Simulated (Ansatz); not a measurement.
# C2H4AlBr: shape, modes and thermochemistry

The task is to find a stationary geometry of C2H4AlBr, then compute its harmonic vibrations to see whether it is a minimum and to get the zero-point energy and entropy, and look at its orbitals and charge.

Program: Ansatz 0.2.0, Gaussian basis. Level of theory: RKS PBE0-D4/def2-TZVP. These are calculated values, not measurements.

Levels to be run: relaxation at PBE-D4/def2-SVP; relaxation at PBE0-D4/def2-TZVP; harmonic vibrations at the same level; a single point in def2-TZVPP for the fields.

### 1 The system as given

SMILES `[Br][Al]1[CH2][CH2]1`, 8 atoms, charge 0, spin multiplicity 1.

Atoms are counted from 1 here; the program's logs count them from 0.

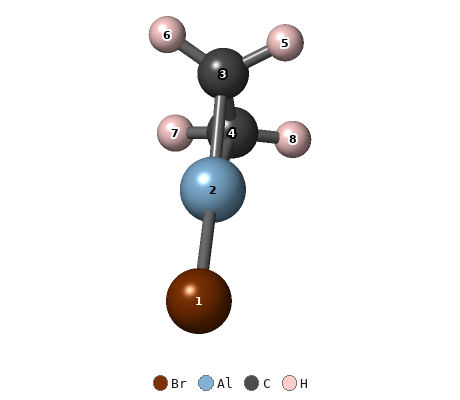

Start geometry, drawn with bromine brown, aluminium light blue, carbon dark grey, hydrogen pink; atoms are numbered from 1 in the order of the file.

Geometry (Å):

```xyz
8
charge 0, multiplicity 1
Br   -0.80870   -0.71340    3.46480
Al   -0.30400   -0.23720    1.18650
C     0.44850    0.74550   -0.36570
C    -0.14810   -0.53180   -0.77490
H     1.58880    0.69880   -0.46120
H    -0.04730    1.68590   -0.66180
H    -1.14140   -0.37790   -1.32490
H     0.50440   -1.32710   -1.11860
```

The start is a force-field geometry with small random shifts, so a cheaper pass at PBE-D4/def2-SVP comes first.

### 2 Geometry optimisation, PBE-D4/def2-SVP (cheap first pass)

in.yaml

```yaml
crystal:
  periodic: [false, false, false]
  atoms:
    - {symbol: Br, position_ang: [-0.808700, -0.713400, 3.464800]}
    - {symbol: Al, position_ang: [-0.304000, -0.237200, 1.186500]}
    - {symbol: C, position_ang: [0.448500, 0.745500, -0.365700]}
    - {symbol: C, position_ang: [-0.148100, -0.531800, -0.774900]}
    - {symbol: H, position_ang: [1.588800, 0.698800, -0.461200]}
    - {symbol: H, position_ang: [-0.047300, 1.685900, -0.661800]}
    - {symbol: H, position_ang: [-1.141400, -0.377900, -1.324900]}
    - {symbol: H, position_ang: [0.504400, -1.327100, -1.118600]}
basis:
  gaussian: {orbitals: def2-SVP}
hamiltonian: {xc: pbe, dispersion: d4}
relax: {f_tol: 0.03, max_steps: 200}
```

On the command line:

```bash
$ ansatz run in.yaml --threads 2 --pin off --events-out ev --progress --plain --max-ram 4352MiB
```

Log (excerpt; [...] marks lines left out):

```text
Functional definition: PBE
  name "PBE"
  cite "Perdew, Burke & Ernzerhof, Phys. Rev. Lett. 77, 3865 (1996) doi:10.1103/PhysRevLett.77.3865"
  parent pbe
[...]
1086 factors; their error is unknown
[...]
mean field -78752.60702199 eV, -2894.1049276238 hartree, gradient 5.9e-6 eV, S^2 0.000000; 0 other end points of the search recorded, 0 dependent functions left out
[...]
reference -78752.60705814 eV, -2894.1049289525 hartree; 32, 32 occupied and 66, 66 virtual orbitals, 1086 factors
relax step   1: F+E_penalty+E_count = -78752.75273935 eV  Δ(F+E_penalty+E_count) = +0.000e0 eV  max|allowed force component| = 3.359e0 eV/Å  Δτ_max = 0.0000 Å  (28 SCF iters, accepted)
[...]
relax step   4: F+E_penalty+E_count = -78753.30870039 eV  Δ(F+E_penalty+E_count) = -7.240e-3 eV  max|allowed force component| = 2.692e-2 eV/Å  Δτ_max = 0.0495 Å  (28 SCF iters, accepted)
[...]
relax step   5: F+E_penalty+E_count = -78753.30989287 eV  Δ(F+E_penalty+E_count) = -1.192e-3 eV  max|allowed force component| = 2.911e-2 eV/Å  Δτ_max = 0.0259 Å  (29 SCF iters, accepted)
1086 factors; their error is unknown
[...]
mean field -78753.16017999 eV, -2894.1252558055 hartree, gradient 2.6e-5 eV, S^2 0.000000; 1 other end points of the search recorded, 0 dependent functions left out
[...]
reference -78753.16021646 eV, -2894.1252571457 hartree; 32, 32 occupied and 66, 66 virtual orbitals, 1086 factors
Total energy: -78753.30992934 eV, -2894.1307589926 hartree
Atom 0 at    -0.790066    -0.684075     3.328905 Å, force     0.003298     0.006963    -0.003671 eV/Å
Atom 1 at    -0.271656    -0.239035     1.178421 Å, force    -0.009058    -0.012783     0.003151 eV/Å
Atom 2 at     0.483191     0.777018    -0.259655 Å, force     0.028482     0.012886     0.023176 eV/Å
Atom 3 at    -0.235353    -0.602209    -0.701641 Å, force     0.000843     0.029111    -0.027163 eV/Å
Atom 4 at     1.577155     0.800956    -0.432341 Å, force    -0.006482    -0.003159    -0.002935 eV/Å
Atom 5 at     0.025516     1.700422    -0.664429 Å, force    -0.009841    -0.011735    -0.002526 eV/Å
Atom 6 at    -1.132790    -0.462249    -1.335692 Å, force    -0.000194    -0.016837     0.005820 eV/Å
Atom 7 at     0.436202    -1.348028    -1.169367 Å, force    -0.007048    -0.004446     0.004149 eV/Å
Dipole moment:     0.017434     0.017907    -0.064581 e Å
```

Wall time 10 s (2 threads of Arm Neoverse V1, shared host).

Step by step:

```tsv
step	energy from step 1 (eV)	largest force component (eV/Å)
1	0.0000	3.3595
2	-0.4593	1.0797
3	-0.5487	0.4223
4	-0.5560	0.0269
5	-0.5572	0.0291
```

The force was under the threshold of 0.03 eV/Å already at step 4, but the program went on to step 5.

Close pairs (by a distance rule), those that changed most:

```tsv
bond	before (Å)	after (Å)	change (Å)
C3–C4	1.468	1.617	+0.149
Br1–Al2	2.382	2.256	-0.125
Al2–C4	1.990	1.915	-0.074
Al2–C3	1.985	1.916	-0.069
C4–H7	1.146	1.108	-0.038
C3–H5	1.145	1.108	-0.037
C4–H8	1.085	1.107	+0.023
C3–H6	1.104	1.107	+0.004
```

### 3 Relaxation at PBE0-D4/def2-TZVP

in.yaml

```yaml
crystal:
  periodic: [false, false, false]
  atoms:
    - {symbol: Br, position_ang: [-0.790066, -0.684075, 3.328905]}
    - {symbol: Al, position_ang: [-0.271656, -0.239035, 1.178421]}
    - {symbol: C, position_ang: [0.483191, 0.777018, -0.259655]}
    - {symbol: C, position_ang: [-0.235353, -0.602209, -0.701641]}
    - {symbol: H, position_ang: [1.577155, 0.800956, -0.432341]}
    - {symbol: H, position_ang: [0.025516, 1.700422, -0.664429]}
    - {symbol: H, position_ang: [-1.132790, -0.462249, -1.335692]}
    - {symbol: H, position_ang: [0.436202, -1.348028, -1.169367]}
basis:
  gaussian: {orbitals: def2-TZVP}
hamiltonian: {xc: pbe0, dispersion: d4}
relax: {f_tol: 0.005, max_steps: 150}
```

Same command.

Log (excerpt; [...] marks lines left out):

```text
Functional definition: PBE0
  name "PBE0"
  cite "Adamo & Barone, J. Chem. Phys. 110, 6158 (1999) doi:10.1063/1.478522"
  cite "Perdew, Burke & Ernzerhof, Phys. Rev. Lett. 77, 3865 (1996) doi:10.1103/PhysRevLett.77.3865"
  parent pbe
[...]
1228 factors; their error is unknown
[...]
mean field -78769.73591097 eV, -2894.7344026835 hartree, gradient 2.9e-5 eV, S^2 0.000000; 0 other end points of the search recorded, 0 dependent functions left out
[...]
reference -78769.73594130 eV, -2894.7344037982 hartree; 32, 32 occupied and 139, 139 virtual orbitals, 1228 factors
relax step   1: F+E_penalty+E_count = -78769.86334930 eV  Δ(F+E_penalty+E_count) = +0.000e0 eV  max|allowed force component| = 5.948e-1 eV/Å  Δτ_max = 0.0000 Å  (30 SCF iters, accepted)
[...]
reference -78769.77319572 eV, -2894.7357728727 hartree; 32, 32 occupied and 139, 139 virtual orbitals, 1228 factors
Total energy: -78769.90181728 eV, -2894.7404996281 hartree
Atom 0 at    -0.780444    -0.669524     3.292088 Å, force    -0.000133    -0.000256     0.001105 eV/Å
Atom 1 at    -0.268052    -0.241293     1.158687 Å, force     0.000172     0.000345    -0.001125 eV/Å
Atom 2 at     0.485569     0.769913    -0.247662 Å, force    -0.002155    -0.004276    -0.002016 eV/Å
Atom 3 at    -0.239253    -0.597523    -0.696180 Å, force     0.002515     0.004381     0.000940 eV/Å
Atom 4 at     1.556016     0.792225    -0.445067 Å, force     0.000907    -0.000894     0.000154 eV/Å
Atom 5 at     0.018314     1.671815    -0.639460 Å, force    -0.001396     0.000349     0.000365 eV/Å
Atom 6 at    -1.109344    -0.452047    -1.334224 Å, force    -0.000926     0.000917    -0.000246 eV/Å
Atom 7 at     0.429393    -1.330765    -1.143981 Å, force     0.001015    -0.000567     0.000824 eV/Å
Dipole moment:     0.010177     0.008377    -0.041975 e Å
```

It took 30 s on 2 threads of Arm Neoverse V1, shared host.

The steps of the relaxation:

```tsv
step	energy from step 1 (eV)	largest force component (eV/Å)
1	0.0000	0.5948
2	-0.0336	0.3216
3	-0.0381	0.0320
4	-0.0384	0.0254
5	-0.0384	0.0044
```

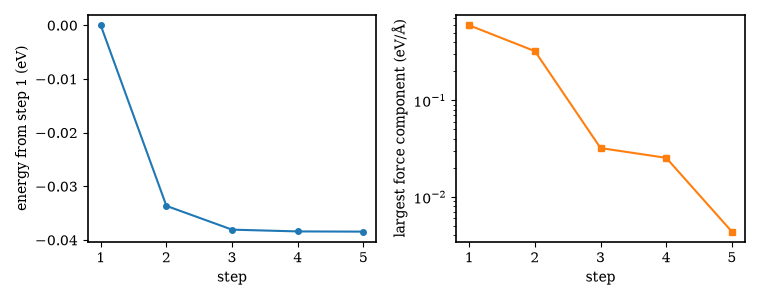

Energy and force, step by step.

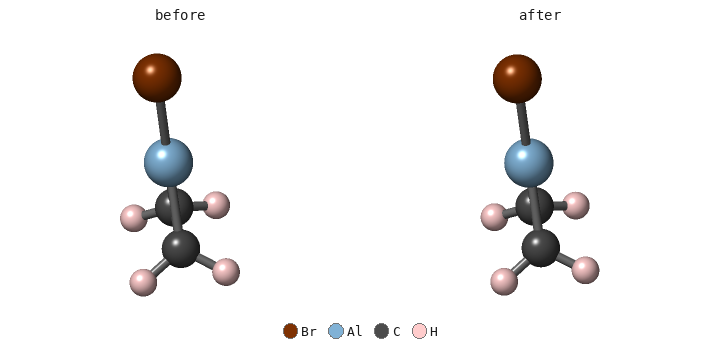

The geometry before (left) and after (right).

Distances of close pairs at the start and the end, largest changes first:

```tsv
bond	before (Å)	after (Å)	change (Å)
Al2–C3	1.916	1.889	-0.027
Al2–C4	1.915	1.889	-0.026
Br1–Al2	2.256	2.235	-0.021
C3–H5	1.108	1.089	-0.019
C4–H7	1.108	1.089	-0.019
C4–H8	1.107	1.089	-0.019
C3–H6	1.107	1.089	-0.019
C3–C4	1.617	1.611	-0.005
```

Mulliken charges at the end point, from the run's report:

```tsv
atom	value (e)
Br1	-0.16
Al2	0.42
C3	-0.40
C4	-0.40
H5	0.13
H6	0.13
H7	0.13
H8	0.13
```

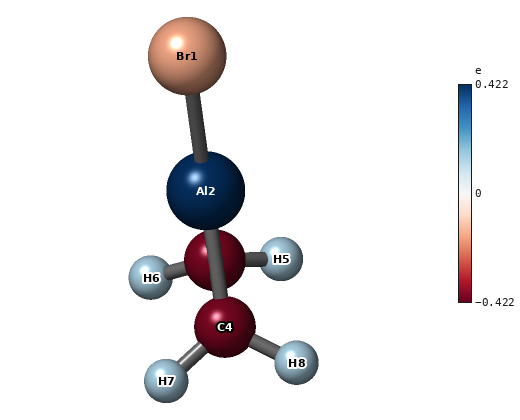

Mulliken charges at the end point, from the run's report, as colours on the atoms.

### 4 Force constants and modes

in.yaml

```yaml
crystal:
  periodic: [false, false, false]
  atoms:
    - {symbol: Br, position_ang: [-0.780444, -0.669524, 3.292088]}
    - {symbol: Al, position_ang: [-0.268052, -0.241293, 1.158687]}
    - {symbol: C, position_ang: [0.485569, 0.769913, -0.247662]}
    - {symbol: C, position_ang: [-0.239253, -0.597523, -0.696180]}
    - {symbol: H, position_ang: [1.556016, 0.792225, -0.445067]}
    - {symbol: H, position_ang: [0.018314, 1.671815, -0.639460]}
    - {symbol: H, position_ang: [-1.109344, -0.452047, -1.334224]}
    - {symbol: H, position_ang: [0.429393, -1.330765, -1.143981]}
basis:
  gaussian: {orbitals: def2-TZVP}
hamiltonian: {xc: pbe0, dispersion: d4}
phonons: {temperatures: {t_min: 298.15, t_max: 900, t_step: 200}}
```

The command is unchanged.

Log (excerpt; [...] marks lines left out):

```text
Functional definition: PBE0
  name "PBE0"
  cite "Adamo & Barone, J. Chem. Phys. 110, 6158 (1999) doi:10.1063/1.478522"
  cite "Perdew, Burke & Ernzerhof, Phys. Rev. Lett. 77, 3865 (1996) doi:10.1103/PhysRevLett.77.3865"
  parent pbe
[...]
1228 factors; their error is unknown
[...]
mean field -78769.77316569 eV, -2894.7357717694 hartree, gradient 1.9e-5 eV, S^2 0.000000; 0 other end points of the search recorded, 0 dependent functions left out
[...]
reference -78769.77319572 eV, -2894.7357728728 hartree; 32, 32 occupied and 139, 139 virtual orbitals, 1228 factors
[...]
1228 factors; their error is unknown
mean field -78769.77315022 eV, -2894.7357712009 hartree, gradient 2.0e-6 eV, S^2 0.000000; 0 other end points of the search recorded, 0 dependent functions left out
[...]
reference -78769.77318025 eV, -2894.7357723043 hartree; 32, 32 occupied and 139, 139 virtual orbitals, 1228 factors
[...]
Atom 0 at    -0.780444    -0.669524     3.292088 Å, force    -0.000135    -0.000259     0.001108 eV/Å
Atom 1 at    -0.268052    -0.241293     1.158687 Å, force     0.000180     0.000357    -0.001139 eV/Å
Atom 2 at     0.485569     0.769913    -0.247662 Å, force    -0.002184    -0.004281    -0.002002 eV/Å
Atom 3 at    -0.239253    -0.597523    -0.696180 Å, force     0.002495     0.004387     0.000927 eV/Å
Atom 4 at     1.556016     0.792225    -0.445067 Å, force     0.000928    -0.000893     0.000149 eV/Å
Atom 5 at     0.018314     1.671815    -0.639460 Å, force    -0.001393     0.000343     0.000365 eV/Å
Atom 6 at    -1.109344    -0.452047    -1.334224 Å, force    -0.000913     0.000916    -0.000233 eV/Å
Atom 7 at     0.429393    -1.330765    -1.143981 Å, force     0.001022    -0.000570     0.000824 eV/Å
Dipole moment:     0.010177     0.008377    -0.041974 e Å
Vibrations: 125.13 146.81 249.64 317.42 622.84 672.41 677.07 834.33 911.77 963.61 1001.70 1172.74 1398.89 1411.76 3098.37 3104.96 3159.36 3178.41 cm⁻¹, zero-point energy 1.428747 eV
```

Wall time 2.8 min (2 threads of Arm Neoverse V1, shared host).

Motions are named by where the mode's potential energy lies. Wavenumbers, unscaled:

```tsv
mode	cm⁻¹	motion
1	125	out-of-plane bend
2	147	bend
3	250	bend
4	317	Al–Br stretch
5	623	bend
6	672	bend with Al–C stretch
7	677	bend with Al–C stretch
8	834	bend
9	912	Al–C and C–C stretch
10	964	bend
11	1002	bend
12	1173	bend
13	1399	bend
14	1412	bend
15	3098	C–H stretch
16	3105	C–H stretch
17	3159	C–H stretch
18	3178	C–H stretch
```

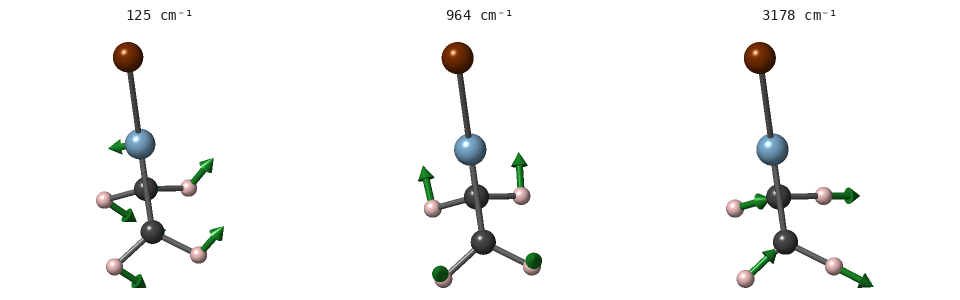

Displacements of 3 modes, as arrows.

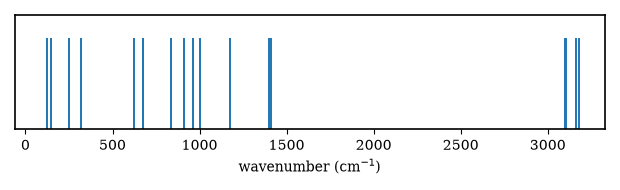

The harmonic wavenumbers as sticks (no intensities were computed).

Ideal gas, rigid rotor and harmonic oscillator at 298.15 K and 1 bar, with symmetry number 2:

```tsv
term	value
zero-point energy	32.9 kcal/mol
H(298) − E	37.1 kcal/mol
entropy, translation	170.0 J/(mol K)
entropy, rotation	105.5 J/(mol K)
entropy, vibration	43.8 J/(mol K)
entropy, total	319.3 J/(mol K)
```

### 5 Orbitals, density and potential

Edit in.yaml of step 4 so:

```diff
@@ -12,4 +12,4 @@
 basis:
-  gaussian: {orbitals: def2-TZVP}
+  gaussian: {orbitals: def2-TZVPP}
 hamiltonian: {xc: pbe0, dispersion: d4}
-phonons: {temperatures: {t_min: 298.15, t_max: 900, t_step: 200}}
+output: {orbitals: {seedname: orbitals}}
```

Launched as before.

Log:

```text
Functional definition: PBE0
  name "PBE0"
  cite "Adamo & Barone, J. Chem. Phys. 110, 6158 (1999) doi:10.1063/1.478522"
  cite "Perdew, Burke & Ernzerhof, Phys. Rev. Lett. 77, 3865 (1996) doi:10.1103/PhysRevLett.77.3865"
  parent pbe
  parameter a = 0.25
  parameter kappa = 0.804
  parameter beta = 0.06672455060314922
  exchange = (1 - a)*pbe_x(kappa = kappa, mu = beta*pi^2/3) + a*exact_x
  correlation = pbe_c(beta = beta)
1309 factors; their error is unknown
mean field evaluation 1: about -78758.4593 eV, gradient 6.6e1 eV
mean field evaluation 2: about -78730.8381 eV, gradient 1.1e2 eV
mean field evaluation 4: about -78769.3213 eV, gradient 6.4e0 eV
mean field evaluation 8: about -78769.3846 eV, gradient 1.4e-1 eV
mean field evaluation 16: about -78769.8199 eV, gradient 8.3e-5 eV
mean field -78769.81994533 eV, -2894.7374908893 hartree, gradient 8.3e-5 eV, S^2 0.000000; 0 other end points of the search recorded, 0 dependent functions left out
reference -78769.81997614 eV, -2894.7374920216 hartree; 32, 32 occupied and 176, 176 virtual orbitals, 1309 factors
Total energy: -78769.94859770 eV, -2894.7422187767 hartree
```

It took 4.4 s on 2 threads of Arm Neoverse V1, shared host; peak memory 0.5 GiB.

Orbitals, density, ELF and potential are computed afterwards from the orbital file.

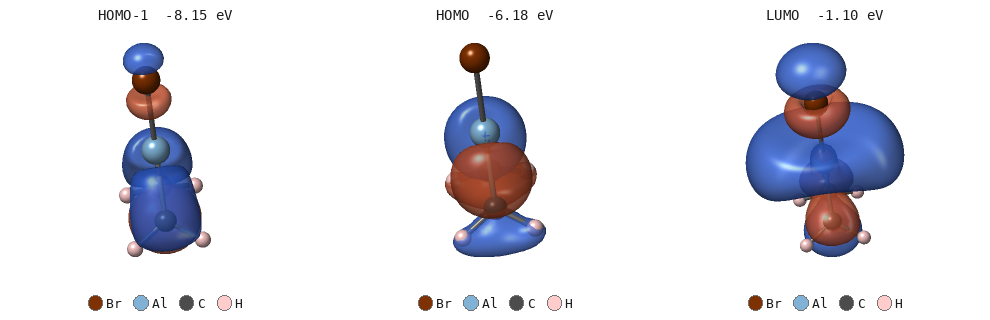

PBE0-D4/def2-TZVPP orbitals near the gap, drawn at the value that encloses 70 % of each; the two colours are the two signs.

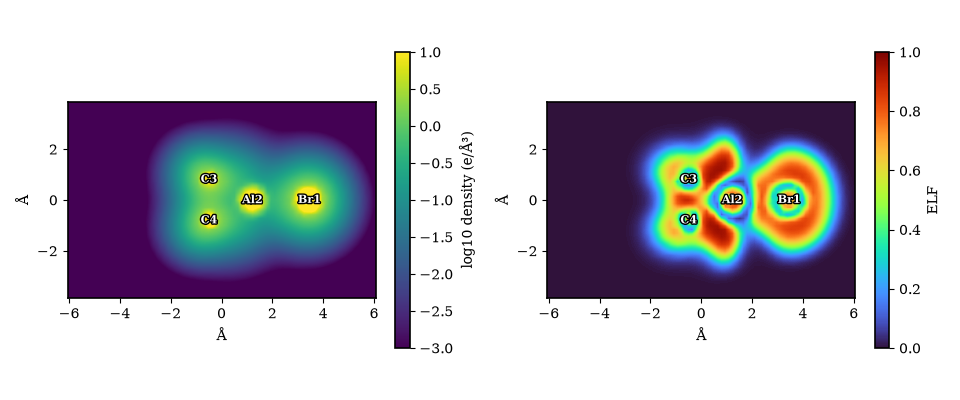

Density (left) and ELF (right) in a plane through or near 4 of the atoms.

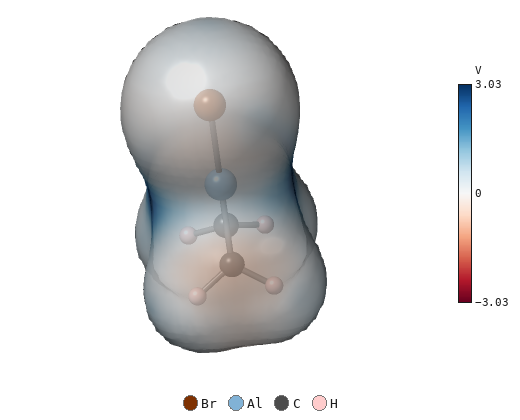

The potential that a unit positive charge feels on the 0.002 e/bohr³ surface, from the 1st to the 99th percentile, from -0.65 V near C3 to 3.03 V near Al2.

### 6 What came out

```
                  quantity            value
               point group              C2v
                     steps            5 + 5
shift from the start (rms)          0.110 Å
              total energy   -78769.9018 eV
           dispersion term         -129 meV
             dipole moment           0.21 D
lowest, highest wavenumber   125, 3178 cm⁻¹
         zero-point energy    32.9 kcal/mol
       entropy at 298.15 K  319.3 J/(mol K)
                HOMO, LUMO  -6.18, -1.10 eV
```

**Reading.** The atoms moved 0.11 Å (rms) from the start; the bond that changed most is Br1–Al2, from 2.382 to 2.235 Å. All wavenumbers are real, so the end point is a minimum. The stiffest mode, 3178 cm⁻¹, is a C–H stretch, and 2 modes under 200 cm⁻¹ make the vibrational entropy uncertain. Harmonic hybrid wavenumbers usually lie a few per cent above measured fundamentals. The largest Mulliken charge, +0.42 e, sits on Al2. The HOMO lies mostly on C3, C4 about 26 % each; Al2 22 % and the LUMO on Al2 47 %; Br1 24 %.
